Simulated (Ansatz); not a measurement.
## AlCo: pressure series

Start from AlCo in the CsCl type structure (space group Pm-3m, No. 221; non-magnetic).

```
CELL_PARAMETERS angstrom
      2.85208     0.00000     0.00000
      0.00000     2.85208     0.00000
      0.00000     0.00000     2.85208
ATOMIC_POSITIONS crystal
  Al 0.00000 0.00000 0.00000
  Co 0.50000 0.50000 0.50000
```

Cell and atoms are relaxed at each pressure.

Level of theory: Ansatz (a quantum-chemistry and plane-wave program) PBE, no SOC.

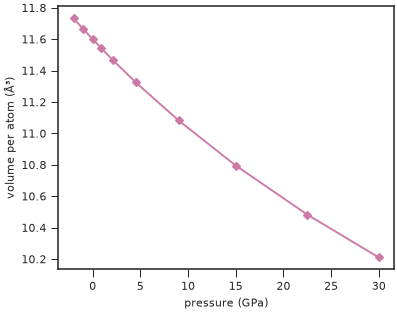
Volume per atom against pressure

### Question
From the plot, what is the volume per atom for pressure −1 GPa?

### Answer
About 11.7 Å³.

### Question
Is the trend monotonic over the range shown?

### Answer
Yes, it falls throughout, spanning 10.21 Å³ to 11.73 Å³.

For one case the stability test of the SCF state gave doubtful readings. Load acts through the strain it causes; cell and atoms are relaxed under it. Whether these cells are dynamically stable was not tested. No other phases were tried under pressure. Seeded moments were not kept for the base. The final runs are not spin-polarised.
